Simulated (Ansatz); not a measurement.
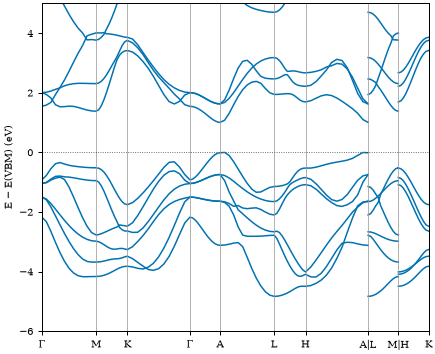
Fig. 1. Band structure from DFT-LDA in the program Ansatz with PAW potentials

Task: Read off the gap and where the band edges lie.

Result: About 1.0 eV (1.01 eV by a search for the band edges); maximum on the H–A line, 94 % of the way from H, minimum at A.

Task: Pick the material that matches.
A) GeTePb2Se2, P3m1 (Pearson symbol hP6)
B) HgO, P3_221 (Hg on 3a, O on 3b)
C) CuI, P-3m1 (Cu on 2d, I on 2d)
D) BiTeI, P3m1 (Bi on 1a, Te on 1c, I on 1b)

Result: D, BiTeI, P3m1 (Bi on 1a, Te on 1c, I on 1b)

The first step of the workflow began from a Materials Project structure, measured or hypothetical; the Crystallography Open Database files this formula in space group No. 156, but the cells were not matched. Whether it is the stable phase at ambient conditions was not checked. The LDA relaxation kept the symmetry of its start; whether a distortion lowers the energy is not shown. A crystal of weakly bound layers computed without a dispersion correction: the cell and the soft elastic constants depend strongly on that. Spin–orbit coupling is left out wherever it is not named.

Potentials: the later of the program's two PAW sets.
